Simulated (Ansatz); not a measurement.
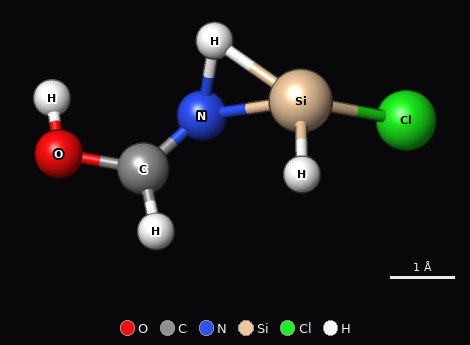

Figure 1. The input geometry (ball-and-stick view, seen at a tilt).

# CH4ClNOSi: molecular dynamics (part 1 of 4)

CH4ClNOSi, computed with RKS PBE/def2-mTZVP (Ansatz 0.2.0).

It belongs to a series of runs on one base structure; here: dynamics from the highest image of the converged band.

## Input file
```yaml
crystal:
  periodic: [false, false, false]
  atoms:
    - { symbol: O, position_ang: [1.649283, 0.863821, -1.381914] }
    - { symbol: C, position_ang: [0.990755, 0.069405, -0.514459] }
    - { symbol: "N", position_ang: [0.070572, 0.477618, 0.298465] }
    - { symbol: Si, position_ang: [-1.439478, -0.525206, 0.663783] }
    - { symbol: Cl, position_ang: [-1.585804, -0.798969, 2.743106] }
    - { symbol: H, position_ang: [1.333733, 1.78379, -1.238894] }
    - { symbol: H, position_ang: [1.315926, -0.977748, -0.598782] }
    - { symbol: H, position_ang: [-1.093539, 0.9656, -0.078734] }
    - { symbol: H, position_ang: [-1.152949, -1.90451, 0.090429] }
basis:
  gaussian: { orbitals: def2-mTZVP }
hamiltonian:
  xc: pbe
md:
  timestep: 0.5
  n_steps: 200
  ensemble: nve
  temperature: 300.0
  initial_velocities: maxwell_boltzmann
  seed: 9462
```

Hardware: 2 threads of Intel Xeon (Granite Rapids), 16 GiB of memory available, shared host.

Launched with:
```bash
ansatz run input.yaml --threads 2 --pin off --max-ram 3072MiB --backend cpu --events-out ev --progress --plain --runs-dir out
```

## Log
```
Engine: ansatz 0.2.0, x86_64-unknown-linux-gnu
Functional definition: PBE
  parameter kappa = 0.804
  parameter beta = 0.06672455060314922
  exchange = pbe_x(kappa = kappa, mu = beta*pi^2/3)
  correlation = pbe_c(beta = beta)
1093 factors; their error is unknown
mean field evaluation 1: about -25013.9633 eV, gradient 7.5e1 eV
mean field evaluation 2: about -24909.8574 eV, gradient 1.9e2 eV
mean field evaluation 4: about -25022.2724 eV, gradient 3.2e1 eV
mean field evaluation 8: about -25025.8218 eV, gradient 5.5e-1 eV
mean field evaluation 16: about -25025.8006 eV, gradient 1.1e-3 eV
mean field -25025.80064802 eV, -919.6812107178 hartree, gradient 3.3e-5 eV, S^2 0.000000; 0 other end points of the search recorded, 0 dependent functions left out
the calculation of the forces begins
reference -25025.80068739 eV, -919.6812121646 hartree; 28, 28 occupied and 90, 90 virtual orbitals, 1093 factors
md step     0: t =     0.00 fs  T =   300.0 K  F+E_penalty+E_count = -25025.80064802 eV  E_kin = 0.271446 eV  conserved = -25025.52920202 eV  (32 SCF iters)
these checks for a lower state are left out or cut short: starts, cluster_reference, orbital_swaps, neighbouring_geometries, increment
1093 factors; their error is unknown
mean field -25025.79278345 eV, -919.6809217003 hartree, gradient 1.7e-5 eV, S^2 0.000000; 0 other end points of the search recorded, 0 dependent functions left out
the calculation of the forces begins
reference -25025.79282269 eV, -919.6809231421 hartree; 28, 28 occupied and 90, 90 virtual orbitals, 1093 factors
md step     1: t =     0.50 fs  T =   291.4 K  F+E_penalty+E_count = -25025.79278345 eV  E_kin = 0.263701 eV  conserved = -25025.52908280 eV  (35 SCF iters)
[... from here on the SCF iterations and repeated set-up lines of each step are left out, up to the last step ...]
md step     2: t =     1.00 fs  T =   268.5 K  F+E_penalty+E_count = -25025.77157911 eV  E_kin = 0.242966 eV  conserved = -25025.52861357 eV  (35 SCF iters)
md step     3: t =     1.50 fs  T =   239.3 K  F+E_penalty+E_count = -25025.74448958 eV  E_kin = 0.216505 eV  conserved = -25025.52798504 eV  (34 SCF iters)
md step     4: t =     2.00 fs  T =   214.0 K  F+E_penalty+E_count = -25025.72120424 eV  E_kin = 0.193656 eV  conserved = -25025.52754779 eV  (35 SCF iters)
md step     5: t =     2.50 fs  T =   199.9 K  F+E_penalty+E_count = -25025.70839454 eV  E_kin = 0.180838 eV  conserved = -25025.52755661 eV  (34 SCF iters)
md step     6: t =     3.00 fs  T =   196.8 K  F+E_penalty+E_count = -25025.70597914 eV  E_kin = 0.178035 eV  conserved = -25025.52794434 eV  (35 SCF iters)
md step     7: t =     3.50 fs  T =   198.6 K  F+E_penalty+E_count = -25025.70807971 eV  E_kin = 0.179686 eV  conserved = -25025.52839344 eV  (35 SCF iters)
md step     8: t =     4.00 fs  T =   197.9 K  F+E_penalty+E_count = -25025.70767882 eV  E_kin = 0.179064 eV  conserved = -25025.52861514 eV  (35 SCF iters)
md step     9: t =     4.50 fs  T =   190.6 K  F+E_penalty+E_count = -25025.70102278 eV  E_kin = 0.172495 eV  conserved = -25025.52852790 eV  (35 SCF iters)
md step    10: t =     5.00 fs  T =   177.8 K  F+E_penalty+E_count = -25025.68906513 eV  E_kin = 0.160839 eV  conserved = -25025.52822574 eV  (35 SCF iters)
md step    11: t =     5.50 fs  T =   164.0 K  F+E_penalty+E_count = -25025.67621271 eV  E_kin = 0.148353 eV  conserved = -25025.52785957 eV  (34 SCF iters)
md step    12: t =     6.00 fs  T =   155.3 K  F+E_penalty+E_count = -25025.66805579 eV  E_kin = 0.140503 eV  conserved = -25025.52755260 eV  (34 SCF iters)
md step    13: t =     6.50 fs  T =   157.0 K  F+E_penalty+E_count = -25025.66939522 eV  E_kin = 0.142018 eV  conserved = -25025.52737761 eV  (34 SCF iters)
md step    14: t =     7.00 fs  T =   172.0 K  F+E_penalty+E_count = -25025.68301802 eV  E_kin = 0.155654 eV  conserved = -25025.52736440 eV  (34 SCF iters)
md step    15: t =     7.50 fs  T =   200.8 K  F+E_penalty+E_count = -25025.70916798 eV  E_kin = 0.181656 eV  conserved = -25025.52751195 eV  (34 SCF iters)
md step    16: t =     8.00 fs  T =   240.7 K  F+E_penalty+E_count = -25025.74556354 eV  E_kin = 0.217774 eV  conserved = -25025.52778938 eV  (33 SCF iters)
md step    17: t =     8.50 fs  T =   287.2 K  F+E_penalty+E_count = -25025.78794925 eV  E_kin = 0.259824 eV  conserved = -25025.52812525 eV  (34 SCF iters)
md step    18: t =     9.00 fs  T =   334.8 K  F+E_penalty+E_count = -25025.83131682 eV  E_kin = 0.302920 eV  conserved = -25025.52839688 eV  (33 SCF iters)
md step    19: t =     9.50 fs  T =   379.6 K  F+E_penalty+E_count = -25025.87190061 eV  E_kin = 0.343456 eV  conserved = -25025.52844413 eV  (34 SCF iters)
md step    20: t =    10.00 fs  T =   421.6 K  F+E_penalty+E_count = -25025.90963871 eV  E_kin = 0.381498 eV  conserved = -25025.52814097 eV  (34 SCF iters)
md step    21: t =    10.50 fs  T =   466.9 K  F+E_penalty+E_count = -25025.94995364 eV  E_kin = 0.422436 eV  conserved = -25025.52751742 eV  (34 SCF iters)
md step    22: t =    11.00 fs  T =   526.3 K  F+E_penalty+E_count = -25026.00308008 eV  E_kin = 0.476248 eV  conserved = -25025.52683174 eV  (33 SCF iters)
md step    23: t =    11.50 fs  T =   611.8 K  F+E_penalty+E_count = -25026.08005764 eV  E_kin = 0.553607 eV  conserved = -25025.52645061 eV  (33 SCF iters)
md step    24: t =    12.00 fs  T =   730.2 K  F+E_penalty+E_count = -25026.18728701 eV  E_kin = 0.660716 eV  conserved = -25025.52657111 eV  (33 SCF iters)
md step    25: t =    12.50 fs  T =   880.4 K  F+E_penalty+E_count = -25026.32363080 eV  E_kin = 0.796561 eV  conserved = -25025.52707002 eV  (33 SCF iters)
md step    26: t =    13.00 fs  T =  1054.9 K  F+E_penalty+E_count = -25026.48217559 eV  E_kin = 0.954520 eV  conserved = -25025.52765540 eV  (32 SCF iters)
md step    27: t =    13.50 fs  T =  1244.9 K  F+E_penalty+E_count = -25026.65454575 eV  E_kin = 1.126421 eV  conserved = -25025.52812431 eV  (32 SCF iters)
md step    28: t =    14.00 fs  T =  1443.0 K  F+E_penalty+E_count = -25026.83407054 eV  E_kin = 1.305613 eV  conserved = -25025.52845784 eV  (32 SCF iters)
md step    29: t =    14.50 fs  T =  1644.0 K  F+E_penalty+E_count = -25027.01626705 eV  E_kin = 1.487526 eV  conserved = -25025.52874149 eV  (32 SCF iters)
md step    30: t =    15.00 fs  T =  1844.1 K  F+E_penalty+E_count = -25027.19762836 eV  E_kin = 1.668566 eV  conserved = -25025.52906209 eV  (32 SCF iters)
md step    31: t =    15.50 fs  T =  2038.8 K  F+E_penalty+E_count = -25027.37425203 eV  E_kin = 1.844791 eV  conserved = -25025.52946125 eV  (32 SCF iters)
md step    32: t =    16.00 fs  T =  2222.7 K  F+E_penalty+E_count = -25027.54109559 eV  E_kin = 2.011157 eV  conserved = -25025.52993830 eV  (32 SCF iters)
md step    33: t =    16.50 fs  T =  2388.8 K  F+E_penalty+E_count = -25027.69190356 eV  E_kin = 2.161440 eV  conserved = -25025.53046322 eV  (31 SCF iters)
md step    34: t =    17.00 fs  T =  2529.4 K  F+E_penalty+E_count = -25027.81960726 eV  E_kin = 2.288617 eV  conserved = -25025.53099069 eV  (32 SCF iters)
md step    35: t =    17.50 fs  T =  2636.5 K  F+E_penalty+E_count = -25027.91700163 eV  E_kin = 2.385539 eV  conserved = -25025.53146219 eV  (32 SCF iters)
md step    36: t =    18.00 fs  T =  2703.2 K  F+E_penalty+E_count = -25027.97767981 eV  E_kin = 2.445886 eV  conserved = -25025.53179361 eV  (32 SCF iters)
md step    37: t =    18.50 fs  T =  2724.8 K  F+E_penalty+E_count = -25027.99736525 eV  E_kin = 2.465490 eV  conserved = -25025.53187557 eV  (32 SCF iters)
md step    38: t =    19.00 fs  T =  2701.1 K  F+E_penalty+E_count = -25027.97562675 eV  E_kin = 2.444028 eV  conserved = -25025.53159855 eV  (32 SCF iters)
md step    39: t =    19.50 fs  T =  2637.6 K  F+E_penalty+E_count = -25027.91747732 eV  E_kin = 2.386537 eV  conserved = -25025.53094019 eV  (30 SCF iters)
md step    40: t =    20.00 fs  T =  2545.8 K  F+E_penalty+E_count = -25027.83354116 eV  E_kin = 2.303476 eV  conserved = -25025.53006468 eV  (32 SCF iters)
md step    41: t =    20.50 fs  T =  2440.3 K  F+E_penalty+E_count = -25027.73738597 eV  E_kin = 2.208069 eV  conserved = -25025.52931665 eV  (32 SCF iters)
md step    42: t =    21.00 fs  T =  2333.4 K  F+E_penalty+E_count = -25027.64034266 eV  E_kin = 2.111338 eV  conserved = -25025.52900436 eV  (32 SCF iters)
md step    43: t =    21.50 fs  T =  2230.1 K  F+E_penalty+E_count = -25027.54699654 eV  E_kin = 2.017850 eV  conserved = -25025.52914651 eV  (32 SCF iters)
md step    44: t =    22.00 fs  T =  2128.0 K  F+E_penalty+E_count = -25027.45493137 eV  E_kin = 1.925463 eV  conserved = -25025.52946804 eV  (31 SCF iters)
md step    45: t =    22.50 fs  T =  2021.5 K  F+E_penalty+E_count = -25027.35877760 eV  E_kin = 1.829124 eV  conserved = -25025.52965346 eV  (32 SCF iters)
md step    46: t =    23.00 fs  T =  1906.9 K  F+E_penalty+E_count = -25027.25499283 eV  E_kin = 1.725425 eV  conserved = -25025.52956780 eV  (32 SCF iters)
md step    47: t =    23.50 fs  T =  1784.7 K  F+E_penalty+E_count = -25027.14411542 eV  E_kin = 1.614847 eV  conserved = -25025.52926826 eV  (32 SCF iters)
md step    48: t =    24.00 fs  T =  1659.1 K  F+E_penalty+E_count = -25027.03011232 eV  E_kin = 1.501218 eV  conserved = -25025.52889446 eV  (32 SCF iters)
md step    49: t =    24.50 fs  T =  1536.0 K  F+E_penalty+E_count = -25026.91833634 eV  E_kin = 1.389766 eV  conserved = -25025.52857051 eV  (32 SCF iters)
md step    50: t =    25.00 fs  T =  1420.4 K  F+E_penalty+E_count = -25026.81358157 eV  E_kin = 1.285214 eV  conserved = -25025.52836796 eV  (32 SCF iters)
md step    51: t =    25.50 fs  T =  1315.8 K  F+E_penalty+E_count = -25026.71889024 eV  E_kin = 1.190581 eV  conserved = -25025.52830893 eV  (31 SCF iters)
md step    52: t =    26.00 fs  T =  1223.2 K  F+E_penalty+E_count = -25026.63513817 eV  E_kin = 1.106758 eV  conserved = -25025.52837972 eV  (32 SCF iters)
md step    53: t =    26.50 fs  T =  1141.3 K  F+E_penalty+E_count = -25026.56121865 eV  E_kin = 1.032678 eV  conserved = -25025.52854088 eV  (33 SCF iters)
md step    54: t =    27.00 fs  T =  1067.6 K  F+E_penalty+E_count = -25026.49468306 eV  E_kin = 0.965955 eV  conserved = -25025.52872765 eV  (33 SCF iters)
md step    55: t =    27.50 fs  T =   999.1 K  F+E_penalty+E_count = -25026.43281137 eV  E_kin = 0.903964 eV  conserved = -25025.52884744 eV  (33 SCF iters)
md step    56: t =    28.00 fs  T =   934.2 K  F+E_penalty+E_count = -25026.37410633 eV  E_kin = 0.845316 eV  conserved = -25025.52879058 eV  (33 SCF iters)
md step    57: t =    28.50 fs  T =   874.8 K  F+E_penalty+E_count = -25026.31997886 eV  E_kin = 0.791501 eV  conserved = -25025.52847816 eV  (33 SCF iters)
md step    58: t =    29.00 fs  T =   826.6 K  F+E_penalty+E_count = -25026.27584400 eV  E_kin = 0.747893 eV  conserved = -25025.52795082 eV  (32 SCF iters)
md step    59: t =    29.50 fs  T =   798.9 K  F+E_penalty+E_count = -25026.25030856 eV  E_kin = 0.722869 eV  conserved = -25025.52744005 eV  (32 SCF iters)
md step    60: t =    30.00 fs  T =   800.4 K  F+E_penalty+E_count = -25026.25153510 eV  E_kin = 0.724233 eV  conserved = -25025.52730217 eV  (34 SCF iters)
md step    61: t =    30.50 fs  T =   833.5 K  F+E_penalty+E_count = -25026.28192793 eV  E_kin = 0.754146 eV  conserved = -25025.52778154 eV  (33 SCF iters)
md step    62: t =    31.00 fs  T =   890.6 K  F+E_penalty+E_count = -25026.33461379 eV  E_kin = 0.805815 eV  conserved = -25025.52879885 eV  (33 SCF iters)
md step    63: t =    31.50 fs  T =   955.7 K  F+E_penalty+E_count = -25026.39469946 eV  E_kin = 0.864700 eV  conserved = -25025.52999969 eV  (33 SCF iters)
md step    64: t =    32.00 fs  T =  1009.7 K  F+E_penalty+E_count = -25026.44463678 eV  E_kin = 0.913642 eV  conserved = -25025.53099507 eV  (33 SCF iters)
md step    65: t =    32.50 fs  T =  1037.5 K  F+E_penalty+E_count = -25026.47026187 eV  E_kin = 0.938734 eV  conserved = -25025.53152749 eV  (33 SCF iters)
md step    66: t =    33.00 fs  T =  1031.7 K  F+E_penalty+E_count = -25026.46495634 eV  E_kin = 0.933494 eV  conserved = -25025.53146237 eV  (33 SCF iters)
md step    67: t =    33.50 fs  T =   995.9 K  F+E_penalty+E_count = -25026.43179745 eV  E_kin = 0.901071 eV  conserved = -25025.53072688 eV  (33 SCF iters)
md step    68: t =    34.00 fs  T =   945.0 K  F+E_penalty+E_count = -25026.38439136 eV  E_kin = 0.855041 eV  conserved = -25025.52935049 eV  (33 SCF iters)
md step    69: t =    34.50 fs  T =   904.2 K  F+E_penalty+E_count = -25026.34578983 eV  E_kin = 0.818169 eV  conserved = -25025.52762036 eV  (33 SCF iters)
md step    70: t =    35.00 fs  T =   903.3 K  F+E_penalty+E_count = -25026.34350102 eV  E_kin = 0.817337 eV  conserved = -25025.52616438 eV  (33 SCF iters)
md step    71: t =    35.50 fs  T =   966.0 K  F+E_penalty+E_count = -25026.39981591 eV  E_kin = 0.874082 eV  conserved = -25025.52573347 eV  (33 SCF iters)
md step    72: t =    36.00 fs  T =  1098.8 K  F+E_penalty+E_count = -25026.52091655 eV  E_kin = 0.994211 eV  conserved = -25025.52670574 eV  (33 SCF iters)
md step    73: t =    36.50 fs  T =  1285.4 K  F+E_penalty+E_count = -25026.69175507 eV  E_kin = 1.163011 eV  conserved = -25025.52874430 eV  (32 SCF iters)
md step    74: t =    37.00 fs  T =  1492.3 K  F+E_penalty+E_count = -25026.88124717 eV  E_kin = 1.350256 eV  conserved = -25025.53099076 eV  (32 SCF iters)
md step    75: t =    37.50 fs  T =  1682.5 K  F+E_penalty+E_count = -25027.05494867 eV  E_kin = 1.522349 eV  conserved = -25025.53260010 eV  (32 SCF iters)
md step    76: t =    38.00 fs  T =  1828.6 K  F+E_penalty+E_count = -25027.18765612 eV  E_kin = 1.654517 eV  conserved = -25025.53313938 eV  (32 SCF iters)
md step    77: t =    38.50 fs  T =  1920.1 K  F+E_penalty+E_count = -25027.27002979 eV  E_kin = 1.737349 eV  conserved = -25025.53268106 eV  (32 SCF iters)
md step    78: t =    39.00 fs  T =  1962.8 K  F+E_penalty+E_count = -25027.30768774 eV  E_kin = 1.776013 eV  conserved = -25025.53167517 eV  (30 SCF iters)
md step    79: t =    39.50 fs  T =  1971.4 K  F+E_penalty+E_count = -25027.31450841 eV  E_kin = 1.783796 eV  conserved = -25025.53071227 eV  (32 SCF iters)
md step    80: t =    40.00 fs  T =  1960.3 K  F+E_penalty+E_count = -25027.30389544 eV  E_kin = 1.773710 eV  conserved = -25025.53018538 eV  (32 SCF iters)
md step    81: t =    40.50 fs  T =  1937.2 K  F+E_penalty+E_count = -25027.28294024 eV  E_kin = 1.752850 eV  conserved = -25025.53009001 eV  (32 SCF iters)
md step    82: t =    41.00 fs  T =  1903.4 K  F+E_penalty+E_count = -25027.25237016 eV  E_kin = 1.722225 eV  conserved = -25025.53014529 eV  (32 SCF iters)
md step    83: t =    41.50 fs  T =  1857.3 K  F+E_penalty+E_count = -25027.21062235 eV  E_kin = 1.680535 eV  conserved = -25025.53008746 eV  (31 SCF iters)
md step    84: t =    42.00 fs  T =  1799.3 K  F+E_penalty+E_count = -25027.15784492 eV  E_kin = 1.628003 eV  conserved = -25025.52984172 eV  (31 SCF iters)
md step    85: t =    42.50 fs  T =  1732.6 K  F+E_penalty+E_count = -25027.09721820 eV  E_kin = 1.567733 eV  conserved = -25025.52948559 eV  (32 SCF iters)
md step    86: t =    43.00 fs  T =  1663.1 K  F+E_penalty+E_count = -25027.03393675 eV  E_kin = 1.504802 eV  conserved = -25025.52913431 eV  (32 SCF iters)
md step    87: t =    43.50 fs  T =  1596.6 K  F+E_penalty+E_count = -25026.97348075 eV  E_kin = 1.444618 eV  conserved = -25025.52886235 eV  (31 SCF iters)
md step    88: t =    44.00 fs  T =  1538.1 K  F+E_penalty+E_count = -25026.92040161 eV  E_kin = 1.391719 eV  conserved = -25025.52868219 eV  (32 SCF iters)
md step    89: t =    44.50 fs  T =  1491.4 K  F+E_penalty+E_count = -25026.87800710 eV  E_kin = 1.349446 eV  conserved = -25025.52856124 eV  (32 SCF iters)
md step    90: t =    45.00 fs  T =  1459.2 K  F+E_penalty+E_count = -25026.84874347 eV  E_kin = 1.320291 eV  conserved = -25025.52845202 eV  (31 SCF iters)
md step    91: t =    45.50 fs  T =  1443.9 K  F+E_penalty+E_count = -25026.83482589 eV  E_kin = 1.306502 eV  conserved = -25025.52832416 eV  (31 SCF iters)
md step    92: t =    46.00 fs  T =  1448.3 K  F+E_penalty+E_count = -25026.83864527 eV  E_kin = 1.310460 eV  conserved = -25025.52818492 eV  (31 SCF iters)
md step    93: t =    46.50 fs  T =  1475.0 K  F+E_penalty+E_count = -25026.86266794 eV  E_kin = 1.334597 eV  conserved = -25025.52807140 eV  (31 SCF iters)
md step    94: t =    47.00 fs  T =  1526.2 K  F+E_penalty+E_count = -25026.90894375 eV  E_kin = 1.380926 eV  conserved = -25025.52801769 eV  (32 SCF iters)
md step    95: t =    47.50 fs  T =  1603.2 K  F+E_penalty+E_count = -25026.97864356 eV  E_kin = 1.450602 eV  conserved = -25025.52804109 eV  (31 SCF iters)
md step    96: t =    48.00 fs  T =  1705.9 K  F+E_penalty+E_count = -25027.07172986 eV  E_kin = 1.543541 eV  conserved = -25025.52818894 eV  (31 SCF iters)
md step    97: t =    48.50 fs  T =  1831.8 K  F+E_penalty+E_count = -25027.18607537 eV  E_kin = 1.657484 eV  conserved = -25025.52859114 eV  (32 SCF iters)
md step    98: t =    49.00 fs  T =  1973.9 K  F+E_penalty+E_count = -25027.31544912 eV  E_kin = 1.786067 eV  conserved = -25025.52938223 eV  (31 SCF iters)
md step    99: t =    49.50 fs  T =  2118.8 K  F+E_penalty+E_count = -25027.44761500 eV  E_kin = 1.917095 eV  conserved = -25025.53052001 eV  (32 SCF iters)
md step   100: t =    50.00 fs  T =  2247.2 K  F+E_penalty+E_count = -25027.56508808 eV  E_kin = 2.033350 eV  conserved = -25025.53173782 eV  (32 SCF iters)
md step   101: t =    50.50 fs  T =  2339.1 K  F+E_penalty+E_count = -25027.64916725 eV  E_kin = 2.116438 eV  conserved = -25025.53272933 eV  (32 SCF iters)
md step   102: t =    51.00 fs  T =  2377.6 K  F+E_penalty+E_count = -25027.68464134 eV  E_kin = 2.151292 eV  conserved = -25025.53334900 eV  (32 SCF iters)
md step   103: t =    51.50 fs  T =  2352.6 K  F+E_penalty+E_count = -25027.66226146 eV  E_kin = 2.128642 eV  conserved = -25025.53361956 eV  (31 SCF iters)
md step   104: t =    52.00 fs  T =  2260.3 K  F+E_penalty+E_count = -25027.57872530 eV  E_kin = 2.045138 eV  conserved = -25025.53358695 eV  (31 SCF iters)
md step   105: t =    52.50 fs  T =  2103.1 K  F+E_penalty+E_count = -25027.43614540 eV  E_kin = 1.902961 eV  conserved = -25025.53318416 eV  (31 SCF iters)
md step   106: t =    53.00 fs  T =  1890.7 K  F+E_penalty+E_count = -25027.24293037 eV  E_kin = 1.710703 eV  conserved = -25025.53222748 eV  (33 SCF iters)
md step   107: t =    53.50 fs  T =  1641.9 K  F+E_penalty+E_count = -25027.01617749 eV  E_kin = 1.485614 eV  conserved = -25025.53056338 eV  (33 SCF iters)
```
